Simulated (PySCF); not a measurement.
CHCl3, SMILES `ClC(Cl)Cl`.

Level of theory: PBE0/def2-SVPD (PySCF), at a geometry from GFN2-xTB. No frequency check shows the geometry to be a minimum. GFN2-xTB bond lengths at metals and heavier atoms can be off by up to 0.1 Å and shapes distorted, which carries into these values.

Coordinates in Å:

```
Cl1      1.6183   -0.4339    0.0874
C2       0.0001   -0.0001   -0.4811
Cl3     -1.1850   -1.1845    0.0874
Cl4     -0.4334    1.6184    0.0874
H5      -0.0000   -0.0000   -1.5724
```

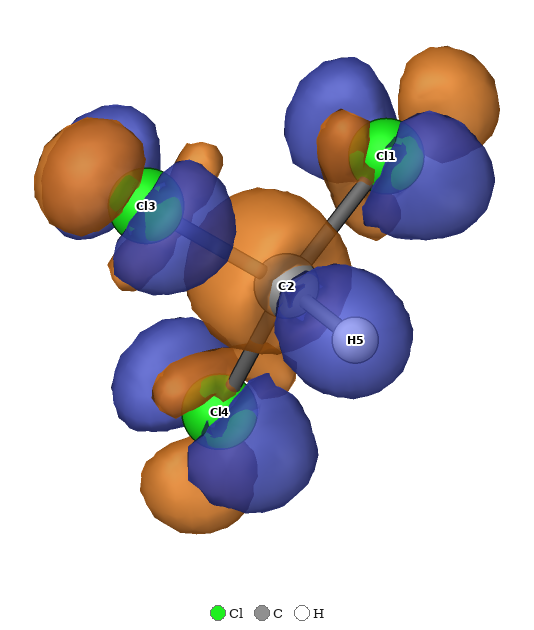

Unrelaxed difference density of S₂ less the ground state (full linear response singlet states), ±0.03 e/Å³; orange: gain, blue: loss.

How does the charge move on excitation?

0.66 e is displaced in all, of which about 0.2 e passes between atoms: H5 (0.05 e) loses electrons and C2 (0.16 e) gains them. The state: 6.88 eV (180 nm), f = 0.000 (very weak), partly diffuse acceptor orbital; the leading pair carries 96 %; hole on Cl1, Cl3 and Cl4 (28 % each), C2 (10 %) and H5 (8 %), electron on C2 (25 %) and Cl1, Cl3 and Cl4 (24 % each) (atom shares of so diffuse an orbital are rough); their centroids lie 0.0 Å apart; S₃ and S₄ lie within 0.1 eV of it.

Run time: 3.5 min on 1 thread of Intel(R) Xeon(R) Platinum 8259CL CPU @ 2.50GHz (Skylake/Cascade Lake), on a shared host, peak memory 0.64 GiB.
